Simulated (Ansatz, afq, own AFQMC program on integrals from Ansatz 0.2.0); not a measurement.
# GeNH₃ (triplet): quantum Monte Carlo beside coupled cluster at scale of all distances = 1.976, cc-pVDZ

How near does AFQMC come to the top of the ladder for GeNH₃ (triplet)?

The runs use Ansatz 0.2.0, Gaussian basis, and an in-house AFQMC program (afq) on its integrals; all values are calculated; cc-pVDZ, frozen cores.

To be run: PBE (unrestricted); r2SCAN (unrestricted); PBE0 (unrestricted); B3LYP (unrestricted); wB97M-V (unrestricted); B2PLYP (unrestricted); CCSD(T) on UHF; Phaseless AFQMC, CISD trial on UHF; Phaseless AFQMC, single-determinant trial on UHF.

## 1. What is computed

The geometry derives from a PBE0/def2-TZVP stationary point (not a proven minimum). All distances are scaled together. No spin-orbit coupling is included. The filled d shell of Ge counts as core when cores are frozen.

5 atoms, charge 0, spin multiplicity 3.

Atoms are counted from 1 here; the program's logs count them from 0.

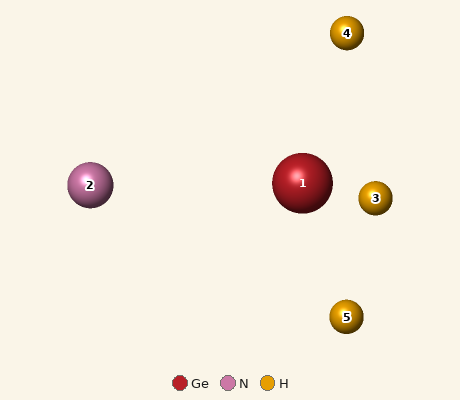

The geometry (germanium red, nitrogen pink, hydrogen amber); atoms are numbered from 1 in the order of the file.

## 2. PBE (unrestricted)

in.yaml reads:

```yaml
crystal:
  periodic: [false, false, false]
  atoms:
    - {symbol: Ge, position_ang: [-0.552640, -0.004202, 0.001729]}
    - {symbol: N, position_ang: [3.190616, 0.024262, -0.009982]}
    - {symbol: H, position_ang: [-1.525399, 2.872118, 0.007767]}
    - {symbol: H, position_ang: [-1.484691, -1.455801, 2.500460]}
    - {symbol: H, position_ang: [-1.500356, -1.450614, -2.494116]}
basis:
  gaussian: {orbitals: cc-pVDZ}
magnetization: {spin_polarized: true, initial_magnetization: 2}
hamiltonian: {xc: {name: PBE}}
output: {orbitals: {seedname: orbitals}}
```

Started as:

```bash
ansatz run in.yaml --threads 1 --pin off --events-out ev --progress --plain --max-ram 1843MiB
```

What it wrote:

```text
Functional definition: PBE
  name "PBE"
  cite "Perdew, Burke & Ernzerhof, Phys. Rev. Lett. 77, 3865 (1996) doi:10.1103/PhysRevLett.77.3865"
  parent pbe
  parameter kappa = 0.804
  parameter beta = 0.06672455060314922
  exchange = pbe_x(kappa = kappa, mu = beta*pi^2/3)
  correlation = pbe_c(beta = beta)
747 factors; their error is unknown
mean field evaluation 1: about -57956.4964 eV, gradient 8.2e1 eV
mean field evaluation 2: about -57746.1285 eV, gradient 7.2e1 eV
mean field evaluation 4: about -57885.0218 eV, gradient 1.3e2 eV
mean field evaluation 8: about -58028.4122 eV, gradient 1.5e1 eV
mean field evaluation 16: about -58031.6963 eV, gradient 3.5e-3 eV
mean field evaluation 32: about -58031.7093 eV, gradient 1.1e-1 eV
mean field evaluation 64: about -58027.3874 eV, gradient 8.2e0 eV
mean field evaluation 96: about -58030.6826 eV, gradient 3.3e-2 eV
mean field evaluation 128: about -58027.0546 eV, gradient 8.5e0 eV
mean field evaluation 160: about -58031.5960 eV, gradient 6.4e-1 eV
mean field evaluation 192: about -58029.9372 eV, gradient 3.4e0 eV
mean field -58031.69627557 eV, -2132.6255028305 hartree, gradient 7.3e-6 eV, S^2 3.968476; 13 other end points of the search recorded, 0 dependent functions left out
reference -58031.69632101 eV, -2132.6255045004 hartree; 22, 20 occupied and 34, 36 virtual orbitals, 747 factors
Total energy: -58031.69632101 eV, -2132.6255045004 hartree
```

It took 8 s on 1 thread of Intel Xeon 6975P-C (Granite Rapids), shared host.

From the report: ⟨S²⟩ of the determinant 3.968 (pure triplet: 2.00). The determinant is far from a pure spin state, so its energy mixes those of several spin states (harmless only where they are near-degenerate, as at dissociation).

## 3. r2SCAN (unrestricted)

Edit in.yaml of step 2 so:

```diff
@@ -11,3 +11,2 @@
 magnetization: {spin_polarized: true, initial_magnetization: 2}
-hamiltonian: {xc: {name: PBE}}
-output: {orbitals: {seedname: orbitals}}
+hamiltonian: {xc: {name: r2SCAN}}
```

Launched as before.

What it wrote, shortened:

```text
Functional definition: r2SCAN
  name "r2SCAN"
  cite "Furness, Kaplan, Ning, Perdew & Sun, J. Phys. Chem. Lett. 11, 8208 (2020) doi:10.1021/acs.jpclett.0c02405"
  cite "Furness, Kaplan, Ning, Perdew & Sun, J. Phys. Chem. Lett. 11, 9248 (2020) doi:10.1021/acs.jpclett.0c03077"
  parent r2scan
[...]
747 factors; their error is unknown
[...]
mean field -58041.42975076 eV, -2132.9832014464 hartree, gradient 9.4e-6 eV, S^2 4.257413; 11 other end points of the search recorded, 0 dependent functions left out
reference -58041.42976455 eV, -2132.9832019532 hartree; 22, 20 occupied and 34, 36 virtual orbitals, 747 factors
Total energy: -58041.42976455 eV, -2132.9832019532 hartree
```

It took 26 s on 1 thread of Intel Xeon 6975P-C (Granite Rapids), shared host.

From the report: ⟨S²⟩ of the determinant 4.257 (pure triplet: 2.00). The determinant is far from a pure spin state, so its energy mixes those of several spin states (harmless only where they are near-degenerate, as at dissociation).

## 4. PBE0 (unrestricted)

Edit in.yaml of step 3 so:

```diff
@@ -11,2 +11,3 @@
 magnetization: {spin_polarized: true, initial_magnetization: 2}
-hamiltonian: {xc: {name: r2SCAN}}
+hamiltonian: {xc: {name: PBE0}}
+output: {orbitals: {seedname: orbitals}}
```

Same command.

What it wrote, shortened:

```text
Functional definition: PBE0
  name "PBE0"
  cite "Adamo & Barone, J. Chem. Phys. 110, 6158 (1999) doi:10.1063/1.478522"
  cite "Perdew, Burke & Ernzerhof, Phys. Rev. Lett. 77, 3865 (1996) doi:10.1103/PhysRevLett.77.3865"
  parent pbe
[...]
599 factors; integrals over basis functions are off by at most 2.8e-4 eV
[...]
mean field -58033.39409539 eV, -2132.6878965583 hartree, gradient 5.8e-6 eV, S^2 4.362497; 12 other end points of the search recorded, 0 dependent functions left out
reference -58033.39413032 eV, -2132.6878978420 hartree; 22, 20 occupied and 34, 36 virtual orbitals, 599 factors
Total energy: -58033.39413032 eV, -2132.6878978420 hartree
```

It took 11 s on 1 thread of Intel Xeon 6975P-C (Granite Rapids), shared host.

From the report: ⟨S²⟩ of the determinant 4.362 (pure triplet: 2.00). The determinant is far from a pure spin state, so its energy mixes those of several spin states (harmless only where they are near-degenerate, as at dissociation).

## 5. B3LYP (unrestricted)

Edit in.yaml of step 4 so:

```diff
@@ -11,3 +11,2 @@
 magnetization: {spin_polarized: true, initial_magnetization: 2}
-hamiltonian: {xc: {name: PBE0}}
-output: {orbitals: {seedname: orbitals}}
+hamiltonian: {xc: {name: B3LYP}}
```

Same command.

What it wrote, shortened:

```text
Functional definition: B3LYP
  name "B3LYP"
  cite "Stephens, Devlin, Chabalowski & Frisch, J. Phys. Chem. 98, 11623 (1994) doi:10.1021/j100096a001"
  cite "Becke, Phys. Rev. A 38, 3098 (1988) doi:10.1103/PhysRevA.38.3098"
  cite "Lee, Yang & Parr, Phys. Rev. B 37, 785 (1988) doi:10.1103/PhysRevB.37.785"
  cite "Vosko, Wilk & Nusair, Can. J. Phys. 58, 1200 (1980) doi:10.1139/p80-159"
[...]
599 factors; integrals over basis functions are off by at most 2.8e-4 eV
[...]
mean field -58043.86302092 eV, -2133.0726224754 hartree, gradient 2.4e-5 eV, S^2 4.104549; 13 other end points of the search recorded, 0 dependent functions left out
reference -58043.86332310 eV, -2133.0726335804 hartree; 22, 20 occupied and 34, 36 virtual orbitals, 599 factors
Total energy: -58043.86332310 eV, -2133.0726335804 hartree
```

It took 16 s on 1 thread of Intel Xeon 6975P-C (Granite Rapids), shared host.

From the report: ⟨S²⟩ of the determinant 4.105 (pure triplet: 2.00). The determinant is far from a pure spin state, so its energy mixes those of several spin states (harmless only where they are near-degenerate, as at dissociation).

## 6. wB97M-V (unrestricted)

Edit in.yaml of step 5 so:

```diff
@@ -11,2 +11,3 @@
 magnetization: {spin_polarized: true, initial_magnetization: 2}
-hamiltonian: {xc: {name: B3LYP}}
+hamiltonian: {xc: {name: wB97M-V}}
+output: {orbitals: {seedname: orbitals}}
```

The command is unchanged.

What it wrote, shortened:

```text
Functional definition: wB97M-V
  name "wB97M-V"
  cite "Mardirossian & Head-Gordon, J. Chem. Phys. 144, 214110 (2016) doi:10.1063/1.4952647"
  cite "Becke, J. Chem. Phys. 107, 8554 (1997) doi:10.1063/1.475007"
  cite "Vydrov & Van Voorhis, J. Chem. Phys. 133, 244103 (2010) doi:10.1063/1.3521275"
  # Of w^i u^j: cxij and so on, Table III.
[...]
  gx(w, u) = 1 - cx + cx01*u + cx10*w
  gss(w, u) = css00 + css04*u^4 + css10*w + css20*w^2 + css43*w^4*u^3
  gos(w, u) = cos00 + cos10*w + (cos20 + cos21*u)*w^2 + (cos60 + cos61*u)*w^6
[...]
      + integral(e_c_pw_mod_opposite_spin*gos(b97_w_opposite, b97_u_opposite)) + vv10(b, c)
599 factors; integrals over basis functions are off by at most 2.8e-4 eV
172 factors; integrals over basis functions are off by at most 3.0e-5 eV
[...]
mean field -58038.06731238 eV, -2132.8596341152 hartree, gradient 8.0e-6 eV, S^2 4.391900; 12 other end points of the search recorded, 0 dependent functions left out
reference -58038.06735396 eV, -2132.8596356429 hartree; 22, 20 occupied and 34, 36 virtual orbitals, 599 factors
Total energy: -58038.06735396 eV, -2132.8596356429 hartree
```

Wall time 42 s (1 thread of Intel Xeon 6975P-C (Granite Rapids), shared host); peak memory 0.27 GiB.

From the report: ⟨S²⟩ of the determinant 4.392 (pure triplet: 2.00). The determinant is far from a pure spin state, so its energy mixes those of several spin states (harmless only where they are near-degenerate, as at dissociation).

## 7. B2PLYP (unrestricted)

Edit in.yaml of step 6 so:

```diff
@@ -11,3 +11,3 @@
 magnetization: {spin_polarized: true, initial_magnetization: 2}
-hamiltonian: {xc: {name: wB97M-V}}
-output: {orbitals: {seedname: orbitals}}
+hamiltonian: {xc: {name: B2PLYP}}
+correlation: {electrons: outside_noble_gas}
```

Launched as before.

What it wrote, shortened:

```text
Functional definition: B2PLYP
  name "B2PLYP"
  cite "Grimme, J. Chem. Phys. 124, 034108 (2006) doi:10.1063/1.2148954"
  cite "Becke, Phys. Rev. A 38, 3098 (1988) doi:10.1103/PhysRevA.38.3098"
  cite "Lee, Yang & Parr, Phys. Rev. B 37, 785 (1988) doi:10.1103/PhysRevB.37.785"
[...]
599 factors; integrals over basis functions are off by at most 2.8e-4 eV
[...]
mean field -58028.51428648 eV, -2132.5085668883 hartree, gradient 6.8e-6 eV, S^2 4.505695; 12 other end points of the search recorded, 0 dependent functions left out
15 core orbitals not correlated: weight in the atoms' cores, before any rotation towards them, 1.000 or more for the frozen orbitals, at most 0.000 for the correlated occupied ones
reference -58028.51447822 eV, -2132.5085739348 hartree; 7, 5 occupied and 34, 36 virtual orbitals, 599 factors
second order -4.03264333 eV of doubles, -0.00000000 eV of singles
Total energy: -58029.60329192 eV, -2132.5485871003 hartree
```

Run time: 8.5 s. Hardware: 1 thread of Intel Xeon 6975P-C (Granite Rapids), shared host.

From the report: ⟨S²⟩ of the determinant 4.506 (pure triplet: 2.00). The determinant is far from a pure spin state, so its energy mixes those of several spin states (harmless only where they are near-degenerate, as at dissociation).

## 8. CCSD(T) on UHF

Edit in.yaml of step 7 so:

```diff
@@ -11,3 +11,2 @@
 magnetization: {spin_polarized: true, initial_magnetization: 2}
-hamiltonian: {xc: {name: B2PLYP}}
-correlation: {electrons: outside_noble_gas}
+correlation: {method: ccsd_t, electrons: outside_noble_gas, hamiltonian_folder: ham}
```

The command is unchanged.

What it wrote, shortened:

```text
Functional definition: HF
  name "HF"
  cite "Fock, Z. Phys. 61, 126 (1930) doi:10.1007/BF01340294"
  parent pbe
[...]
599 factors; integrals over basis functions are off by at most 2.8e-4 eV
[...]
mean field -57992.59938230 eV, -2131.1887185037 hartree, gradient 7.5e-6 eV, S^2 4.766164; 21 other end points of the search recorded, 0 dependent functions left out
determinant -57992.59938230 eV, -2131.1887185037 hartree, with singles and doubles -57996.70886759 eV, -2131.3397393027 hartree
determinant -57992.53464326 eV, -2131.1863393882 hartree, with singles and doubles -57996.64740977 eV, -2131.3374807695 hartree
determinant -57992.42116471 eV, -2131.1821691284 hartree, with singles and doubles -57996.45928116 eV, -2131.3305671707 hartree
determinant -57992.42114945 eV, -2131.1821685675 hartree, with singles and doubles -57996.45237694 eV, -2131.3303134453 hartree
[...]
determinant -57992.42116471 eV, -2131.1821691284 hartree, with singles and doubles -57996.56966298 eV, -2131.3346236275 hartree
determinant -57992.42114945 eV, -2131.1821685675 hartree, with singles and doubles -57996.56931644 eV, -2131.3346108926 hartree
determinant -57992.23562116 eV, -2131.1753505286 hartree, with singles and doubles -57996.65649789 eV, -2131.3378147517 hartree
determinant -57990.93572830 eV, -2131.1275803470 hartree, with singles and doubles -57996.64740014 eV, -2131.3374804154 hartree
15 core orbitals not correlated: weight in the atoms' cores, before any rotation towards them, 1.000 or more for the frozen orbitals, at most 0.000 for the correlated occupied ones
reference -57992.59938230 eV, -2131.1887185037 hartree; 7, 5 occupied and 34, 36 virtual orbitals, 599 factors
second order -3.15216289 eV of doubles, -0.00000000 eV of singles
cycle   1  -4.25408498 eV  change   -2.4e-7 eV  update   4.1e-6
perturbative correction -0.10025797 eV, -0.0036844126 hartree
Total energy: -57996.95372525 eV, -2131.3487376557 hartree
```

Run time: 26 s. Hardware: 1 thread of Intel Xeon 6975P-C (Granite Rapids), shared host.

From the report: ⟨S²⟩ of the determinant 4.766 (pure triplet: 2.00); correlation -4.3543 eV; T1 0.042; largest double amplitude 0.14. The determinant is far from a pure spin state, so its energy mixes those of several spin states (harmless only where they are near-degenerate, as at dissociation).

This run also writes the integrals to the folder ham.

## 9. Phaseless AFQMC, CISD trial on UHF

It reads the integrals that the CCSD(T) run on this determinant wrote.

Started as:

```bash
afq ham --method phaseless --trial cisd --walkers 60 --populations 1 --least-time 40 --time-step 0.005 --steps-per-block 50 --equilibration-blocks 40 --max-blocks 300 --target-error 0.00084 --factor-cut 1e-05 --start spin_pure --seed 6478 --release-times 0.24,0.51,0.99,1.62,2.4 --release-step 0.03 --release-every 4 --taylor-order 6
```

What it wrote:

```text
orbitals 41  electrons 7 5  factors 240 of 599
reference energy -2131.18871850 Eh
CCSD correlation -0.15633420 Eh in 28 cycles, weight of the determinant in the CISD state 0.7895
energy of the start -2131.297490 Eh
 block  time / (1/Eh)  mean weight  energy / Eh
     1     0.250  1.0017  -2131.318401
     2     0.500  0.9991  -2131.336499
     3     0.750  1.0004  -2131.342710
     4     1.000  0.9986  -2131.344714
     5     1.250  0.9990  -2131.345078
     6     1.500  0.9984  -2131.348897
     7     1.750  1.0009  -2131.349051
     8     2.000  1.0004  -2131.347810
     9     2.250  0.9987  -2131.355833
    10     2.500  1.0023  -2131.349210
    11     2.750  1.0006  -2131.350376
    16     4.000  0.9984  -2131.354397
    21     5.250  1.0007  -2131.349852
    26     6.500  1.0022  -2131.350300
    31     7.750  0.9999  -2131.355952
    36     9.000  1.0003  -2131.356540
    41    10.250  1.0002  -2131.353759
    46    11.500  1.0025  -2131.368494
    51    12.750  1.0006  -2131.348336
    56    14.000  1.0019  -2131.351872
    61    15.250  1.0006  -2131.353165
    66    16.500  1.0031  -2131.351509
    71    17.750  0.9993  -2131.359990
    76    19.000  0.9968  -2131.350442
    81    20.250  1.0000  -2131.352120
    86    21.500  1.0002  -2131.358479
    91    22.750  1.0013  -2131.357147
    96    24.000  0.9993  -2131.349763
   101    25.250  1.0015  -2131.350885
   106    26.500  0.9972  -2131.348402
   111    27.750  1.0005  -2131.356071
   116    29.000  0.9985  -2131.356568
   121    30.250  0.9990  -2131.360299
   126    31.500  0.9999  -2131.351458
   131    32.750  0.9996  -2131.354975
   136    34.000  0.9991  -2131.356021
   141    35.250  0.9960  -2131.354759
   146    36.500  0.9989  -2131.348894
   151    37.750  0.9998  -2131.357032
   156    39.000  0.9995  -2131.355708
   161    40.250  1.0009  -2131.346931
   166    41.500  0.9996  -2131.344265
   171    42.750  0.9996  -2131.349987
   176    44.000  1.0003  -2131.351607
   181    45.250  1.0021  -2131.356446
   186    46.500  1.0008  -2131.359956
   191    47.750  1.0008  -2131.354969
   196    49.000  1.0015  -2131.364484
blocks merged  error / Eh  count
     1  0.000440  160
     2  0.000567  80
     4  0.000679  40
     8  0.000673  20
    16  0.000685  10
released: time / (1/Eh)  energy / Eh  error  mean overlap
  0.24  -2131.355452  0.000746  1.0062
  0.51  -2131.355335  0.000832  1.0039
  0.99  -2131.356720  0.001148  1.0097
  1.62  -2131.357794  0.001105  1.0075
  2.40  -2131.354842  0.001527  1.0261
energy -2131.354451 +/- 0.000679 Eh
```

Wall time 4.3 min (1 thread of Intel Xeon 6975P-C (Granite Rapids), shared host); peak memory 0.34 GiB.

Energy -57997.1092 ± 0.0185 eV. Caveats: constraint bias not in the error.

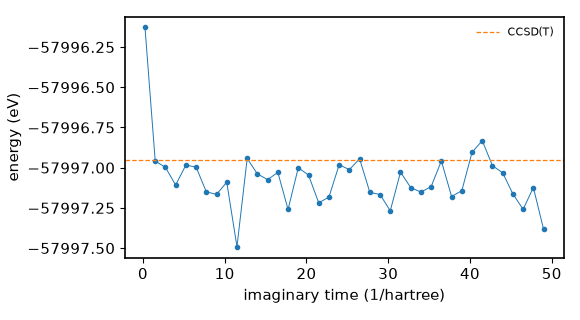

Block energies along the walk.

## 10. Phaseless AFQMC, single-determinant trial on UHF

It reads the integrals that the CCSD(T) run on this determinant wrote.

Started as:

```bash
afq ham --method phaseless --trial hf --walkers 120 --populations 1 --least-time 40 --time-step 0.005 --steps-per-block 20 --equilibration-blocks 160 --max-blocks 600 --target-error 0.00252 --factor-cut 1e-05 --start spin_pure --seed 9342 --taylor-order 6
```

What it wrote:

```text
orbitals 41  electrons 7 5  factors 240 of 599
reference energy -2131.18871850 Eh
CCSD correlation -0.15633420 Eh in 28 cycles, weight of the determinant in the CISD state 0.7895
energy of the start -2131.200869 Eh
 block  time / (1/Eh)  mean weight  energy / Eh
     1     0.100  0.9997  -2131.232943
     2     0.200  1.0003  -2131.251437
     3     0.300  1.0011  -2131.272759
     4     0.400  1.0004  -2131.292561
     5     0.500  1.0009  -2131.307244
     6     0.600  1.0009  -2131.318745
     7     0.700  1.0004  -2131.322948
     8     0.800  1.0007  -2131.328622
     9     0.900  0.9999  -2131.338014
    10     1.000  1.0001  -2131.333625
    15     1.500  0.9999  -2131.336460
    29     2.900  1.0008  -2131.367566
    43     4.300  1.0003  -2131.352325
    57     5.700  0.9982  -2131.347355
    71     7.100  0.9989  -2131.361382
    85     8.500  0.9991  -2131.361478
    99     9.900  0.9999  -2131.344618
   113    11.300  0.9994  -2131.381966
   127    12.700  1.0009  -2131.347942
   141    14.100  1.0019  -2131.347756
   155    15.500  1.0004  -2131.364562
   169    16.900  0.9988  -2131.351229
   183    18.300  1.0012  -2131.348004
   197    19.700  1.0012  -2131.350959
   211    21.100  0.9979  -2131.353398
   225    22.500  1.0004  -2131.351756
   239    23.900  1.0004  -2131.346851
   253    25.300  0.9994  -2131.353882
   267    26.700  1.0000  -2131.361502
   281    28.100  0.9987  -2131.354743
   295    29.500  0.9991  -2131.347811
   309    30.900  1.0023  -2131.355194
   323    32.300  0.9986  -2131.350058
   337    33.700  1.0009  -2131.362616
   351    35.100  0.9988  -2131.351723
   365    36.500  1.0011  -2131.350003
   379    37.900  1.0006  -2131.348184
   393    39.300  1.0002  -2131.379612
   407    40.700  0.9994  -2131.353696
   421    42.100  1.0017  -2131.334728
   435    43.500  1.0010  -2131.368309
   449    44.900  1.0011  -2131.357522
   463    46.300  0.9998  -2131.359857
   477    47.700  0.9982  -2131.352465
   491    49.100  0.9987  -2131.349016
   505    50.500  1.0023  -2131.333362
   519    51.900  1.0017  -2131.344966
   533    53.300  1.0005  -2131.341925
   547    54.700  0.9996  -2131.368378
blocks merged  error / Eh  count
     1  0.000509  400
     2  0.000663  200
     4  0.000849  100
     8  0.001005  50
    16  0.001076  25
    32  0.000842  12
energy -2131.355105 +/- 0.001076 Eh
```

It took 2.6 min on 1 thread of Intel Xeon 6975P-C (Granite Rapids), shared host; peak memory 0.34 GiB.

Energy -57997.1270 ± 0.0293 eV. Caveats: constraint bias not in the error.

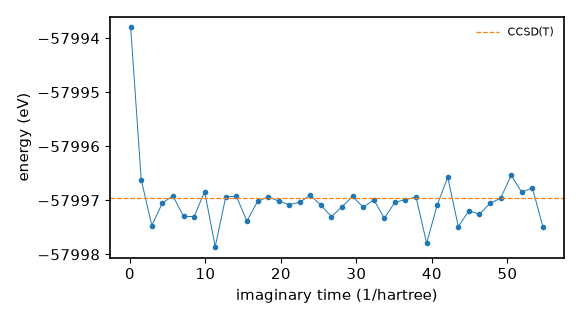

Block energies along the walk.

## 11. AFQMC on the ladder

On the UHF determinant, counted from CCSD(T) (a yardstick, not exact):

```
                                                             level  energy (eV)  from CCSD(T) (meV)  statistical error (meV)     time
                                                                HF  -57992.5994             +4354.3                                  
                                                               MP2  -57995.7515             +1202.2                                  
                                                              CCSD  -57996.8535              +100.3                                  
                                                           CCSD(T)  -57996.9537                 0.0                                  
               Phaseless AFQMC, CISD trial, step 0.005, 60 walkers  -57997.1092              -155.5                     18.5  4.3 min
Phaseless AFQMC, single-determinant trial, step 0.005, 120 walkers  -57997.1270              -173.3                     29.3  2.6 min
```

The functionals' totals stand on their own zeros and serve differences with other points: PBE -58031.696 eV; r2SCAN -58041.430 eV; PBE0 -58033.394 eV; B3LYP -58043.863 eV; wB97M-V -58038.067 eV; B2PLYP -58029.603 eV.

## 12. Outcome

```
                                                     quantity              value
              Phaseless AFQMC, CISD trial on UHF from CCSD(T)  -155.5 ± 18.5 meV
Phaseless AFQMC, single-determinant trial on UHF from CCSD(T)  -173.3 ± 29.3 meV
```

In words: On UHF the phaseless walk with the CISD trial lies -155.5 meV from CCSD(T), 8 times its error bar. Error bars are statistical and leave out the constraint, the time step and what remains of the start.
